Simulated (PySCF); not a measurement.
# C4H3FS: the cost of one run

Computed with PySCF 2.14.0, with density-fitted response routines of our own, on a single molecule in the gas phase. Atoms count from 0, in the outputs and in this text.

## (1) The starting structure

9 atoms, charge 0, multiplicity 1; geometry from: MMFF94s. The atoms were then displaced at random by about 0.03 Å, so the start is not that level's minimum.

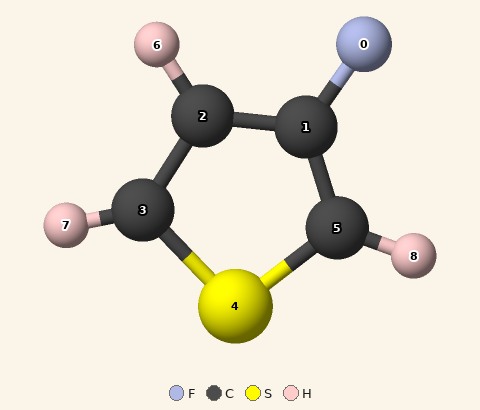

As it starts; fluorine light blue, carbon dark grey, sulfur yellow, hydrogen pink, atoms numbered; sticks join atoms by distance.

## (2) Relaxing the molecule at PBE0-D3(BJ)/def2-SVP

Job settings and geometry (Å):

```
{"job": {"xc": "PBE0", "basis": "def2-SVP", "d3": "d3bj", "grid": 1, "shake": 0.03, "kind": "geom"}, "charge": 0, "multiplicity": 1}
F     -1.632220    -1.563150     0.394920
C     -0.798280    -0.547880     0.138010
C      0.549710    -0.789870     0.114170
C      1.420360     0.373940    -0.141830
S      0.283520     1.699780    -0.406050
C     -1.122860     0.784600    -0.124160
H      1.094960    -1.752470     0.325350
H      2.440090     0.500830    -0.214900
H     -2.102540     1.224780    -0.111150
```

The run is started by

```bash
$ OMP_NUM_THREADS=1 python probes_run.py task.json out
```

The driver reads the jobs from task.json and runs them one after another.

Q: Estimate the wall time and peak memory of this first job on 1 thread of Intel Xeon Platinum 8259CL at 2.50GHz, shared host.

About 45 s, with a peak of 0.42 GiB.
